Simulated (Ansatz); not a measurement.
Cl3HZr (ZrHCl3)

Input file:

```
crystal:
  periodic: [false, false, false]
  atoms:
    - {symbol: Zr, position_ang: [-0.000068, 0.000076, -0.007914]}
    - {symbol: H, position_ang: [0.013335, -0.016874, 1.821692]}
    - {symbol: Cl, position_ang: [2.246753, 0.011756, -0.622455]}
    - {symbol: Cl, position_ang: [-1.135201, 1.952841, -0.577578]}
    - {symbol: Cl, position_ang: [-1.124819, -1.947800, -0.613755]}
basis:
  gaussian: {orbitals: def2-TZVP, initial_orbitals: start.molden}
hamiltonian: {xc: pbe0, dispersion: d4}
scf: {omitted_lower_state_checks: [starts]}
output: {orbitals: {seedname: orbitals}}
```

Run with:

```sh
ansatz run in.yaml --threads 4 --pin off --events-out ev --progress --plain --max-ram 3916MiB
```

Geometry: r2SCAN-D4/def2-SVP; core potentials replace the inner electrons of Zr.

Computed with RKS PBE0-D4/def2-TZVP (Ansatz 0.2.0).

### What will maps of the electron density and electron localisation function show?

Zr–Cl (2.33 Å): ρ is about 0.63 e/Å³ halfway; the ELF peaks at about 0.85 in the valence shell of Cl, 0.8 Å from its nucleus, and is about 0.35 at the midpoint.

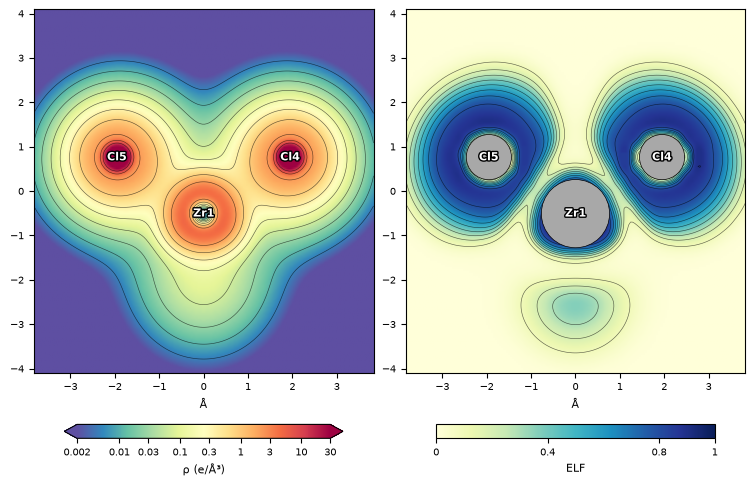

Computed electron density and electron localisation function on the plane of atoms Cl4, Zr1 and Cl5, in this order. Grey discs cover the atomic cores in the ELF map. 
